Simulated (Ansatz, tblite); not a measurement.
# Trans-RuCl2(PF3)4 (Cl2F12P4Ru): rung by rung

How do method and basis change the picture of trans-RuCl2(PF3)4 (Cl2F12P4Ru) (singlet)?

The runs use Ansatz 0.2.0, Gaussian basis; as each input shows.

Plan: GFN1-xTB, GFN2-xTB, PBE-D4/def2-TZVP, r2SCAN-D4/def2-TZVP, r2SCANh-D4/def2-TZVP, PBE-D4/def2-SVP, PBE0-D4/def2-SVP, MP2/def2-SVP, RPA/def2-SVP.

4 further runs of the same task are left out: 4 set aside as unsound or not needed.

## (1) The relaxed structure

The geometry is that of the singlet, from an earlier relaxation (PBE-D4/def2-SVP).

19 atoms, charge 0, spin multiplicity 1.

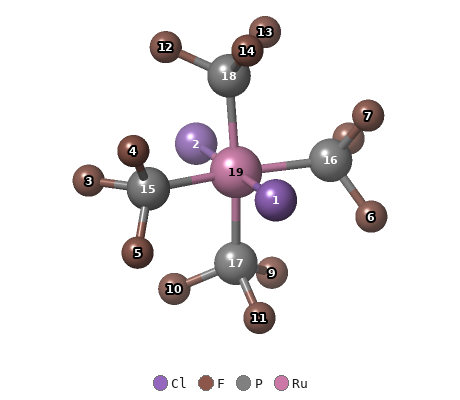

The geometry (chlorine purple, fluorine brown, phosphorus grey, ruthenium pink); atoms are numbered from 1 in the order of the file.

Ru takes a core potential in the def2 sets. No spin-orbit coupling is included.

PBE0-D4/def2-TZVP was run before; its log isn't repeated, and its numbers join the tables.

## (2) GFN1-xTB

Tight binding, by tblite at 300 K electronic temperature and without a spin-polarisation term:

```python
tblite.interface.Calculator('GFN1-xTB', numbers, positions, charge=0, uhf=0).singlepoint()
```

Energy -2308.3346 eV, HOMO -12.75 eV, LUMO -10.52 eV; 0.06 s.

## (3) GFN2-xTB

Tight binding, by tblite at 300 K electronic temperature and without a spin-polarisation term:

```python
tblite.interface.Calculator('GFN2-xTB', numbers, positions, charge=0, uhf=0).singlepoint()
```

Energy -2175.6604 eV, HOMO -11.23 eV, LUMO -8.71 eV; 0.067 s.

## (4) PBE-D4/def2-TZVP

start.molden holds the orbitals of an earlier run on this state, given as this run's starting guess.

File in.yaml:

```yaml
crystal:
  periodic: [false, false, false]
  atoms:
    - {symbol: Cl, position_ang: [0.012918, 0.006628, 2.427782]}
    - {symbol: Cl, position_ang: [-0.015455, -0.008930, -2.426522]}
    - {symbol: F, position_ang: [3.209432, 0.023644, -1.074975]}
    - {symbol: F, position_ang: [2.910070, -1.211683, 0.989010]}
    - {symbol: F, position_ang: [2.897763, 1.226072, 1.006262]}
    - {symbol: F, position_ang: [-2.896776, 1.224064, 1.007539]}
    - {symbol: F, position_ang: [-2.886498, -1.213536, 1.054215]}
    - {symbol: F, position_ang: [-3.220557, -0.036128, -1.038152]}
    - {symbol: F, position_ang: [-1.219741, 2.887033, -1.041462]}
    - {symbol: F, position_ang: [1.217858, 2.900012, -1.004058]}
    - {symbol: F, position_ang: [-0.035151, 3.218418, 1.046905]}
    - {symbol: F, position_ang: [1.211065, -2.893877, -1.034109]}
    - {symbol: F, position_ang: [-1.226299, -2.907095, -0.978481]}
    - {symbol: F, position_ang: [0.041857, -3.213582, 1.064850]}
    - {symbol: P, position_ang: [2.254553, 0.009815, 0.199826]}
    - {symbol: P, position_ang: [-2.251788, -0.007837, 0.225710]}
    - {symbol: P, position_ang: [-0.010235, 2.251875, -0.218820]}
    - {symbol: P, position_ang: [0.007464, -2.254262, -0.206163]}
    - {symbol: Ru, position_ang: [-0.000479, -0.000632, 0.000633]}
basis:
  gaussian: {orbitals: def2-TZVP, fitting: {mean_field: def2-universal-jkfit}, initial_orbitals: start.molden}
hamiltonian: {xc: pbe, dispersion: d4}
scf: {omitted_lower_state_checks: [starts]}
output: {forces: true, orbitals: {seedname: orbitals}}
```

Launch:

```
$ ansatz run in.yaml --threads 2 --pin off --events-out ev --progress --plain --max-ram 32768MiB --backend cuda --devices 0, --max-vram 18GiB
```

The runs that follow: r2SCAN-D4/def2-TZVP; r2SCANh-D4/def2-TZVP; PBE-D4/def2-SVP; PBE0-D4/def2-SVP; MP2/def2-SVP; RPA/def2-SVP.

Q: Predict the results of all the runs planned. Wanted: gap in def2-TZVP, named functionals, smallest and largest; correlation energy, MP2/def2-SVP; binding an atom, functionals in def2-TZVP; PBE0 total energy, smallest basis above largest.

As calculated:

```
                                                 quantity                                value
gap in def2-TZVP, named functionals, smallest and largest  2.72 eV (PBE-D4), 5.08 eV (PBE0-D4)
                         correlation energy, MP2/def2-SVP                            -93.97 eV
                binding an atom, functionals in def2-TZVP   3.95 (PBE0-D4) to 4.20 eV (PBE-D4)
          PBE0 total energy, smallest basis above largest       65.19 eV (def2-SVP, def2-TZVP)
```

**Reading.** Orbital gaps of the named functionals in def2-TZVP span 2.72 eV (PBE-D4) to 5.08 eV (PBE0-D4); exact exchange widens it.
